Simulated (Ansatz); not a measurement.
## Ba(110) slab, 5 layers: phonons and vibrational spectra

Wanted: vibrations and spectra of Ba(110) slab, 5 layers; the cell is already relaxed. After the zone centre comes a 2×2×1 q mesh on a 8×8×1 k mesh.

Main program and level: Ansatz 0.2.0; DFT LDA, scalar-relativistic, plane waves, PAW.

## (1) Set-up

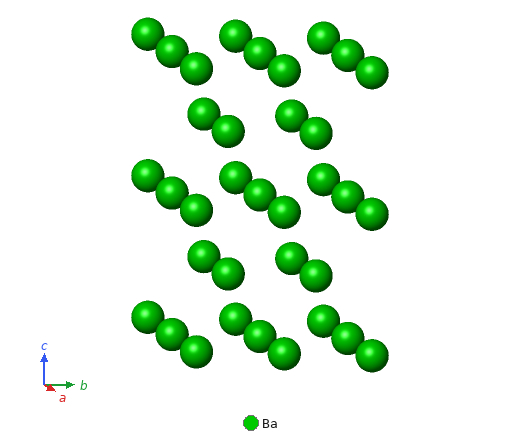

The cell as given, slightly off an axis (barium green). 2×2×1 cells are drawn. Some periodic images of atoms are drawn too.

The cell holds 5 atoms: 5 Ba. Cell: a = 4.127 Å, b = 4.127 Å, c = 52.197 Å, α = 90.0°, β = 90.0°, γ = 67.8°. Vacuum lies along c.

## (2) Linear response at the zone centre

The cell comes from relaxations at this level that are not shown. The zone centre comes first: it holds the modes that light can see, as far as symmetry allows. No field response is asked, since the mesh shows no gap.

The input, input.yaml:

```yaml
crystal:
  lattice:
    - [2.3015134773, 3.4258914366, 0.0]
    - [-2.3015134773, 3.4258914366, 0.0]
    - [0.0, 0.0, 52.1974011064]
  atoms:
    - { symbol: Ba, position: [0.0, 0.0, 0.1311883951] }
    - { symbol: Ba, position: [0.5, 0.5, 0.1954043717] }
    - { symbol: Ba, position: [0.0, 0.0, 0.2605369178] }
    - { symbol: Ba, position: [0.5, 0.5, 0.3256694639] }
    - { symbol: Ba, position: [0.0, 0.0, 0.3898854405] }
  periodic: [true, true, false]
kpoints:
  mp_grid: { grid: [8, 8, 1] }
hamiltonian:
  xc: lda
scf:
  occupations: { method: methfessel_paxton, width: 0.15 }
output:
  eigenvalues: true
phonons:
  method: dfpt
```

Run with:

```console
> ansatz run input.yaml --threads 8 --pin off --max-ram 14336MiB --backend cpu --events-out ev --progress --plain --runs-dir out
```

Numbers of over 12 decimals in the logs are rounded to 6 here.

Output:

```text
Warning: crystal.symmetry: narrowed to the stabiliser of the run's FFT grids — unitary ops 8 → 4. A phonons.method: dfpt run fills in the rows of the dynamical matrix that it does not solve by its symmetry operations, which is exact only for operations that map its FFT grids onto themselves: filled in by any other, the frequencies could depend on the order in which like atoms are typed, or, by more than the grids' own error, on where the crystal sits among the grids' points. Excluded: 4 operations. The run can therefore solve more perturbations, solve them on more k-points, or both, and cost more. [rest of the remark cut]
Engine: ansatz 0.2.0, aarch64-unknown-linux-gnu
Pseudopotentials: kind: paw
Pseudopotential: Ba, paw, valence charge 10, recommended cutoff 420 eV (normal), Ba.paw.azcp
Functional definition: SPW92
  exchange = slater_x
  correlation = pw_c
Crystal: 5 atoms, lattice volume = 823.125 Å³
Basis set: ecut = 420 eV, 16003 PW (Γ), exchange–correlation on 60×60×720 points (8 copies of the dense FFT grid, shifted against one another)
Bands: 30, of which v1, the nominal top of the filled ones, is band 25 counted from 1 (24 counted from 0)
Symmetry: 8 space group operations
k-points: 21 of 64 (irreducible under 4 space group operations)
Non-local potential: Ba, projectors of the file, l = 0: 3, l = 1: 2, l = 2: 2, l = 3: 2
PAW form: soft (Blöchl's): semilocal exchange-correlation on the pseudo side does not see the compensation charge
PAW frozen core: Ba, regenerated for the run's functional, and the local potential with it (the file was generated under x = pbe(κ = 0.804, μ = 0.219515), c = pbe(β = 0.066725))
PAW one-centre angular grid: Ba, 194 points (default); XC on 64 Gauss nodes
Initial density: superposition of atomic densities (neutral atoms: chi_scale 0, normalization atom), corrected by the library's trained network
Initial wavefunctions: pseudopotential atomic-orbital guess
Functional: x = slater, c = lda
SCF iter   1: F=—  HF=-28897.104186 eV  |F-HF|=—  |Δ(HF+E_count)|=         —  Δρ=2.07e-3  dr2=3.09e-2  ethr=1.77e-3  ⟨swp⟩=21.7  Hψ=14348  notcnv=0
automatic band count: the SCF goes on with 35 bands, as 30 were too few: they end inside the smearing window of the response
preconditioner: auto → LDOS  [metal: Δε(μ)=0.021 eV  Ē_g=1.623 eV  σ=0.150 eV  W_gap=0.12  n_scr=56 (ndim 8)  ℏωp=4.1 eV  f_vac=0.629  D(μ)=4.56/eV (n_scr^D=16)  β→1.0]
SCF iter   2: F=—  HF=-28897.104672 eV  |F-HF|=—  |Δ(HF+E_count)|=   4.86e-4  S|Δr|=    0.00e0  Δρ=4.90e-4  dr2=4.46e-3  ethr=6.18e-5  ⟨swp⟩=2.9  Hψ=1486  notcnv=0  defer=7
SCF iter   3: F=—  HF=-28897.103863 eV  |F-HF|=—  |Δ(HF+E_count)|=   8.09e-4  S|Δr|=    0.00e0  Δρ=1.50e-4  dr2=9.53e-4  ethr=8.91e-6  ⟨swp⟩=3.5  Hψ=1727  notcnv=0  defer=7
SCF iter   4: F=—  HF=-28897.103860 eV  |F-HF|=—  |Δ(HF+E_count)|=   3.36e-6  S|Δr|=    0.00e0  Δρ=8.22e-5  dr2=1.72e-4  ethr=1.91e-6  ⟨swp⟩=1.3  Hψ=722  notcnv=0  defer=7
SCF iter   5: F=—  HF=-28897.103845 eV  |F-HF|=—  |Δ(HF+E_count)|=   1.49e-5  S|Δr|=    0.00e0  Δρ=2.24e-5  dr2=6.24e-6  ethr=3.44e-7  ⟨swp⟩=3.0  Hψ=1314  notcnv=0  defer=7
SCF iter   6: F=—  HF=-28897.103844 eV  |F-HF|=—  |Δ(HF+E_count)|=   1.00e-6  S|Δr|=    0.00e0  Δρ=8.16e-6  dr2=2.14e-6  ethr=1.25e-8  ⟨swp⟩=3.3  Hψ=1562  notcnv=0  defer=7
SCF iter   7: F=—  HF=-28897.103978 eV  |F-HF|=—  |Δ(HF+E_count)|=   1.34e-4  S|Δr|=    0.00e0  Δρ=1.45e-6  dr2=5.45e-8  ethr=4.29e-9  ⟨swp⟩=2.4  Hψ=1187  notcnv=0  defer=3
SCF iter   8: F=—  HF=-28897.103978 eV  |F-HF|=—  |Δ(HF+E_count)|=   2.38e-8  S|Δr|=    0.00e0  Δρ=4.94e-7  dr2=9.93e-9  ethr=1.09e-10  ⟨swp⟩=3.4  Hψ=1500  notcnv=0  defer=3
SCF iter   9: F=—  HF=-28897.103978 eV  |F-HF|=—  |Δ(HF+E_count)|=   2.90e-9  S|Δr|=    0.00e0  Δρ=1.19e-7  dr2=4.66e-10  ethr=1.99e-11  ⟨swp⟩=1.8  Hψ=906  notcnv=0  defer=3
SCF iter  10: F=—  HF=-28897.103978 eV  |F-HF|=—  |Δ(HF+E_count)|=  1.46e-10  S|Δr|=    0.00e0  Δρ=2.80e-8  dr2=1.02e-11  ethr=1.00e-12  ⟨swp⟩=3.5  Hψ=1482  notcnv=0  defer=2
SCF iter  11: F=-28897.103978 eV  HF=-28897.103978 eV  |F-HF|=7.64e-11  |Δ(HF+E_count)|=  4.00e-11  S|Δr|=    0.00e0  Δρ=8.61e-9  dr2=1.52e-12  ethr=1.00e-12  ⟨swp⟩=19.0  Hψ=5156  notcnv=0
SCF 1 converged in 11 iterations: F = -28897.103978 eV  dr2 = 1.52e-12
  greatest PAW one-centre occupation: 0.961 electrons in one spin orbital (limit 2), on the Ba atom at site 2 (counted from 0), in its partial waves of l = 0
DFPT response loops at Γ: preconditioner auto → none (partly filled bands, converged f_vac=0.631); β = 0.50; Broyden in place of MSR1
SCF converged after 11 iterations
Stability not checked: this state was not tested for a lower state beside it, because cold or Methfessel-Paxton smearing, or corrected tetrahedra, fill the levels in a way that the test cannot read (fill_not_monotonic; see scf.lower_state_search)
Free energy (F): -28897.103978 eV
Harris-Foulkes:  -28897.103978 eV  (|F-HF|=7.64e-11)
Internal energy: -28897.113195 eV  (E = F + TS)
E sigma→0 (E₀):  -28897.106282 eV
Entropy (-TS):   0.009217 eV (1.843 meV/atom)
Fermi energy:    -2.590023 eV
--- Per-component energies (eV) ---
  E_band       = -839.979884
  E_kinetic    = 837.195522
  E_local      = -109183.341064  (includes V_loc(G=0)·N_el)
  E_nonlocal   = 302.233358
  E_hartree    = 54033.962548
  E_xc         = -827.434661
  E_vxc        = -670.365773  (∫ρ·V_xc dr)
  E_paw        = -25288.975676  (= ΣΔE_a)
  E_vpaw       = -193.627173  (= ΣTr[D̂ρ^β])
  E_aug_tail   = -0.000011  (compensation charges beyond the density's cutoff)
  E_ewald      = 51227.834210
  E_core_change = 1.412578  (= ΣΔE_core)
  E_smearing   = 0.009217  (= −TS)
  E_closure    = 0.000000  (closes the sum)
  Σ components = -28897.103978   (vs F -28897.103978, Δ=0.00e0)
--- Band table (eV; the first three rows and the last of 21) ---
  k-point 0: bands = [... 21 lower, -4.9350, -4.4228, -3.9296, -3.6600, -2.2136, -2.1867, -1.7083 (-1.7083°), -1.6124 (-1.6124°), ... 6 higher]
  k-point 1: bands = [... 21 lower, -4.6809, -4.1808, -3.6758, -3.3852, -2.1698, -2.1316, -1.7570 (-1.7570°), -1.6918 (-1.6918°), ... 6 higher]
  k-point 2: bands = [... 21 lower, -4.0800, -3.6818, -3.2168, -2.8257, -2.1582, -2.1179, -1.9137, -1.8934, ... 6 higher]
  k-point 20: bands = [... 21 lower, -3.2961, -3.2643, -3.2596, -3.0777, -2.9904, -2.9786, -2.4207, -1.6790, ... 6 higher]
  ° read free of the cell's end (the report's vacuum.weakly_bound_levels)
--- Phonons (Γ-DFPT): 15 representative perturbations + reference, on 21 of 64 k-points (Σ response iterations 50) ---
  ASR residual: 5.754e-5 → 0.000e0 eV/Å²; symmetrization residual: 2.862e-5 eV/Å²
  The last average, over the group as it would stand without the narrowing to the FFT grids, took up to 4.970e-6 eV/Å² of the zone centre's force constants
  ASR residual per site (eV/Å²): 2.23e-5 5.10e-5 4.95e-5 5.75e-5 3.33e-5
  Γ frequencies (cm⁻¹): 0.00 0.00 0.00 7.46 13.79 15.38 16.85 17.57 23.86 32.48 43.56 46.69 50.84 67.54 79.43
  non-analytic LO–TO correction: not included (Born effective charges unavailable; polar crystals: no LO–TO splitting at Γ)
```

The job ended after 2.5 min (8 threads of Arm Neoverse V2, shared host; peak memory 3.4 GiB; 19 min of CPU time).

The column dr2 measures how far the density is from self-consistency, as an energy; F and HF (Harris–Foulkes) agree once it is small.

This step gave:

```yaml
gap_on_the_k_mesh: 0 eV
sum_rule_residual_before_enforcement: 5.75e-5 eV/Å²
point_group: mmm
area_per_atom: 3.154 Å²
highest_optical_mode_at_the_zone_centre_no_lo_to_term: 79.43 cm⁻¹
lowest_optical_zone_centre_mode: 7.46 cm⁻¹
```

Patterns of degenerate modes are one choice out of their space. Modes at Γ:

| mode | frequency (cm⁻¹) | symmetry |
| --- | --- | --- |
| 1 | 0.0 | acoustic |
| 2 | 0.0 | acoustic |
| 3 | 0.0 | acoustic |
| 4 | 7.5 | B3g |
| 5 | 13.8 | B2u |
| 6 | 15.4 | B3g |
| 7 | 16.9 | B2g |
| 8 | 17.6 | B2u |
| 9 | 23.9 | Ag |
| 10 | 32.5 | B3u |
| 11 | 43.6 | B2g |
| 12 | 46.7 | B1u |
| 13 | 50.8 | B3u |
| 14 | 67.5 | Ag |
| 15 | 79.4 | B1u |

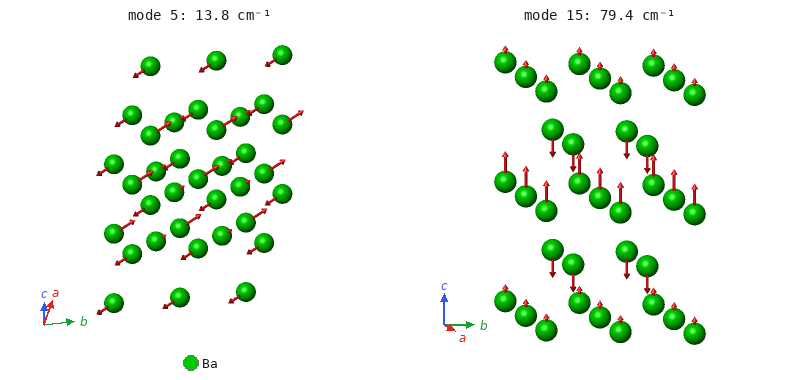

Displacement patterns of modes 5 and 15 at Γ; arrows are exaggerated. 2×2×1 cells are drawn. Some periodic images of atoms are drawn too.

Before it was imposed, the acoustic sum rule was missed by 5.8e-5 eV/Å². Small misses are needed for a sound result but don't prove that mesh and cutoff are converged. The lowest optical mode is real, 7.5 cm⁻¹.

## (3) The dispersion

Stability and thermal properties need the whole zone. Linear response on a 2×2×1 q mesh gives force constants as far as a supercell of that size would.

input.yaml, as its differences from that of step 2:

```diff
@@ -22 +22,6 @@
   method: dfpt
+  qmesh: [2, 2, 1]
+  temperatures: { t_max: 1000, t_step: 50 }
+  qpath:
+    path: [[0.0, 0.0, 0.0], [0.5, 0.5, 0.0], [0.63717123, 0.36282877, 0.0]]
+    npoints: 10
```

Output:

```text
[...]
Crystal: 5 atoms, lattice volume = 823.125 Å³
Basis set: ecut = 420 eV, 16003 PW (Γ), exchange–correlation on 60×60×720 points (8 copies of the dense FFT grid, shifted against one another)
Bands: 30, of which v1, the nominal top of the filled ones, is band 25 counted from 1 (24 counted from 0)
[... 1 set-up line as in the run before ...]
k-points: 21 of 64 (irreducible under 4 space group operations)
[...]
SCF iter   1: F=—  HF=-28897.104186 eV  |F-HF|=—  |Δ(HF+E_count)|=         —  Δρ=2.07e-3  dr2=3.09e-2  ethr=1.77e-3  ⟨swp⟩=21.7  Hψ=14348  notcnv=0
[...]
SCF iter  11: F=-28897.103978 eV  HF=-28897.103978 eV  |F-HF|=7.64e-11  |Δ(HF+E_count)|=  4.00e-11  S|Δr|=    0.00e0  Δρ=8.61e-9  dr2=1.52e-12  ethr=1.00e-12  ⟨swp⟩=19.0  Hψ=5156  notcnv=0
SCF 1 converged in 11 iterations: F = -28897.103978 eV  dr2 = 1.52e-12
[...]
phonons: the bands overlap, so this run is a metal and interpolates without the dipole-dipole term. If the crystal is really an insulator or semiconductor, its LO-TO splitting is missing
NSCF: frozen V_eff on 21 k-points
[...]
DFPT response loops at q = (0, 0, 0) (fractional): preconditioner auto → none (partly filled bands, converged f_vac=0.631); β = 0.50; Broyden in place of MSR1
[...]
SCF converged after 11 iterations
[...]
Free energy (F): -28897.103978 eV
[...]
Internal energy: -28897.113195 eV  (E = F + TS)
E sigma→0 (E₀):  -28897.106282 eV
Entropy (-TS):   0.009217 eV (1.843 meV/atom)
Fermi energy:    -2.590023 eV
[...]
--- Band table (eV; the first three rows and the last of 21) ---
  k-point 0: bands = [... 21 lower, -4.9350, -4.4228, -3.9296, -3.6600, -2.2136, -2.1867, -1.7083 (-1.7083°), -1.6124 (-1.6124°), ... 6 higher]
  k-point 1: bands = [... 21 lower, -4.6809, -4.1808, -3.6758, -3.3852, -2.1698, -2.1316, -1.7570 (-1.7570°), -1.6918 (-1.6918°), ... 6 higher]
  k-point 2: bands = [... 21 lower, -4.0800, -3.6818, -3.2168, -2.8257, -2.1582, -2.1179, -1.9137, -1.8934, ... 6 higher]
  k-point 20: bands = [... 21 lower, -3.2961, -3.2643, -3.2596, -3.0777, -2.9904, -2.9786, -2.4207, -1.6790, ... 6 higher]
  ° read free of the cell's end (the report's vacuum.weakly_bound_levels)
--- Phonons (Γ-DFPT): 15 representative perturbations + reference (Σ response iterations 50) ---
  ASR residual: 6.235e-5 → 0.000e0 eV/Å²; symmetrization residual: 2.902e-5 eV/Å²
[...]
ASR residual per site (eV/Å²): 2.36e-5 5.60e-5 3.82e-5 6.23e-5 3.49e-5
[...]
--- Phonons (arbitrary-q DFPT): 3 irreducible q on the 2×2×1 mesh ---
  q = [0.0000, 0.0000, 0.0000] (star 1, of the zone-centre solve; hermiticity 3.32e-5, symmetrization 6.55e-14, taken by the last average 2.86e-6): 0.00 0.00 0.00 7.46 13.79 15.38 16.85 17.57 23.86 32.48 43.56 46.69 50.84 67.54 79.43
  q = [0.0000, -0.5000, 0.0000] (star 2, 15 solved perturbations on 34 of 64 k-point pairs; hermiticity 2.52e-5, symmetrization 4.62e-8, taken by the last average 5.26e-6): 28.12 28.24 30.48 32.85 38.87 49.70 50.01 53.45 54.52 56.17 76.99 77.21 80.93 82.49 85.53
[...]
sum rule: each row above includes the acoustic sum rule's correction from the zone centre's row sums; it moved no ω² by more than (0.35 cm⁻¹)²
  mesh force constants: q→R imaginary residual 1.15e-17; ASR residual 6.235e-5 → 0.000e0 eV/Å²; symmetrization residual 1.776e-15 eV/Å²
  interpolated dispersion: 21 rows × 15 modes
  density of states and harmonic sums: on the 16×16×1 q-mesh, interpolated from the force constants of a 2×2×1 supercell (no non-analytic term)
  largest difference from the sums on the solved wave vectors: F 1.19e-1 eV, S 1.82e-4 and C_V 6.29e-5 eV/K
  zero-point energy: 0.048537 eV/cell   skipped modes (ω ≤ 0): 4, of them read as no rigid motion or as one in doubt: 1 (7.812e-3 modes/cell left out, lowest -2.11 cm⁻¹)   left out of the sums: 1.30e-3 of the cell's modes: C_V's classical limit lies that fraction below 3 k_B per atom; for a crystal, a wire or a layer, F and S can be off by more, and a phonons.interpolated_qmesh denser along its periods is the remedy for the sampling
```

Wall time 9.5 min (8 threads); peak memory 4.2 GiB; 72 min of CPU time.

Numbers from this step:

```
sum-rule residual before enforcement                    : 6.23e-5 eV/Å²
lowest frequency on the path                            : -2.632 cm⁻¹
highest frequency on the path or at a solved wavevector : 85.53 cm⁻¹
mean frequency                                          : 52.3 cm⁻¹
lowest mode on the q mesh (acoustic modes at Γ apart)   : 7.46 cm⁻¹
zero-point energy per atom                              : 9.71 meV
heat capacity at 300 K                                  : 24.76 J/(mol atoms K)
vibrational entropy at 300 K                            : 61.61 J/(mol atoms K)
```

Frequencies (cm⁻¹) solved at each irreducible wavevector; negative means imaginary. Frequencies by wavevector, by row:

| q in reciprocal lattice units | star | mode 1 | mode 2 | mode 3 | mode 4 | mode 13 | mode 14 | mode 15 |
| --- | --- | --- | --- | --- | --- | --- | --- | --- |
| 0 0 0 | 1 | 0 | 0 | 0 | 7.5 | 50.8 | 67.5 | 79.4 |
| 0 -0.5 0 | 2 | 28.1 | 28.2 | 30.5 | 32.9 | 80.9 | 82.5 | 85.5 |
| -0.5 -0.5 0 | 1 | 16.7 | 22.2 | 39.1 | 52.5 | 79.2 | 84 | 85 |

Interpolated from a 2×2×1 q mesh, rough between the solved points. The phonon branches at the labelled points (cm⁻¹):

| point | branch 1 | branch 2 | branch 3 | branch 4 | branch 12 | branch 13 | branch 14 | branch 15 |
| --- | --- | --- | --- | --- | --- | --- | --- | --- |
| Γ | 0 | 0 | 0 | 8 | 47 | 51 | 68 | 79 |
| Y | 17 | 22 | 39 | 52 | 76 | 79 | 84 | 85 |
| C0 | 31 | 33 | 37 | 49 | 75 | 76 | 76 | 77 |

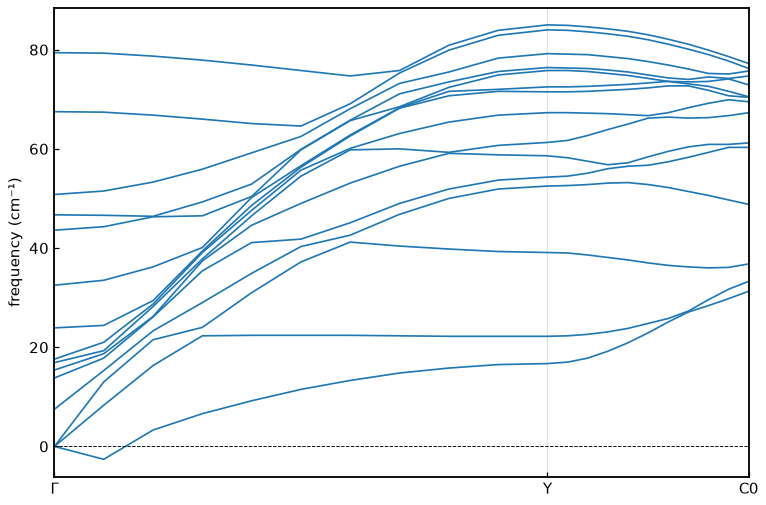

Phonon branches along the path.

The phonon density of states has structure finer than the step of the table below, so its rows give means over 5 cm⁻¹, whole bins alone (the curve runs from -2.5 to 85.5 cm⁻¹). Peaks (cm⁻¹: height): 22.5: 0.218, 33.5: 0.246, 57.5: 0.289, 75.5: 0.452.

Tetrahedra on a 16×16×1 mesh, mean over bins of 1 cm-1. Interpolated from a 2×2×1 q mesh, rough between the solved points. Table of phonon density of states by wavenumber; means over each step:

| wavenumber (cm⁻¹) | phonon density of states (1/cm⁻¹/cell) |
| --- | --- |
| 0 | 0.00322 |
| 5 | 0.00972 |
| 10 | 0.0222 |
| 15 | 0.0521 |
| 20 | 0.104 |
| 25 | 0.170 |
| 30 | 0.220 |
| 35 | 0.222 |
| 40 | 0.205 |
| 45 | 0.200 |
| 50 | 0.241 |
| 55 | 0.266 |
| 60 | 0.239 |
| 65 | 0.209 |
| 70 | 0.225 |
| 75 | 0.360 |
| 80 | 0.215 |

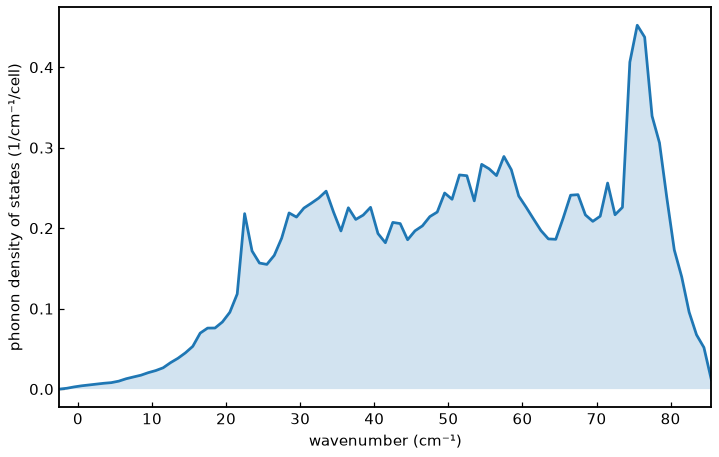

Phonon density of states against wavenumber.

Harmonic thermodynamic functions per atom, from the density of states. Interpolated from a 2×2×1 q mesh, rough between the solved points. Thermodynamic functions, by row:

| T (K) | F_vib (meV/atom) | S (J/mol-atom/K) | C_V (J/mol-atom/K) |
| --- | --- | --- | --- |
| 0 | 9.71 | 0 | 0 |
| 100 | -8.91 | 34.82 | 23.64 |
| 200 | -54.64 | 51.6 | 24.58 |
| 300 | -113.7 | 61.61 | 24.76 |
| 400 | -181.4 | 68.75 | 24.83 |
| 500 | -255.6 | 74.29 | 24.86 |
| 600 | -335 | 78.82 | 24.87 |
| 700 | -418.8 | 82.66 | 24.88 |
| 800 | -506.2 | 85.98 | 24.89 |
| 900 | -596.9 | 88.91 | 24.89 |
| 1000 | -690.4 | 91.54 | 24.9 |

Symmetry leaves 3 wavevectors to solve. The lowest mode among them, the acoustic zeros apart, lies at Γ and is real, 7.5 cm⁻¹.

## (4) Summary of results

```json
{
 "space group (within 0.01 Å)": "Cmmm",
 "area per atom": "3.15 Å²",
 "electronic character": "no gap on this mesh",
 "highest optical mode at the zone centre (no LO-TO term)": "79.4 cm⁻¹",
 "lowest optical zone-centre mode": "7.5 cm⁻¹",
 "lowest mode on the q mesh (acoustic modes at Γ apart)": "7.5 cm⁻¹",
 "highest frequency on the path or at a solved wavevector": "85.5 cm⁻¹",
 "zero-point energy per atom": "9.71 meV",
 "heat capacity at 300 K": "24.8 J/(mol atoms K)",
 "vibrational entropy at 300 K": "61.6 J/(mol atoms K)",
 "imaginary modes on the 2×2×1 q mesh": "none"
}
```

In words: The structure is a minimum as far as tested: no mode is imaginary at the 3 irreducible wavevectors of the 2×2×1 mesh, and the softest away from the acoustic zeros lies at 7 cm⁻¹. The optical modes at Γ span 7 to 79 cm⁻¹. The q mesh stands for a supercell only 8.3 Å across, so branches between the solved wavevectors are rough. With no gap, or one that is small against the smearing, the frequencies hang on the k mesh and the smearing, most of all near Kohn anomalies. In a sheet or slab the interpolated bending branch near Γ is rough, since the rotational sum rule isn't imposed. An optical mode within 15 cm⁻¹ of zero is at the mercy of small errors in the force constants, and even its sign is uncertain. Spin-orbit coupling is left out, which can matter for the heavy elements here. The starting cell was built on a prototype and not taken from a measurement. These are harmonic frequencies at zero temperature: anharmonic shifts, linewidths and thermal expansion are left out.

[Logs are printed without paths, hosts, clocks, repeated set-up lines and the standing remarks that a program may print on its own settings, such as how far it seeks lower states.]

[Hosts, paths, dates, database ids (printed as entryN), source tags and the programs' standing remarks are cut or masked in the printed files.]
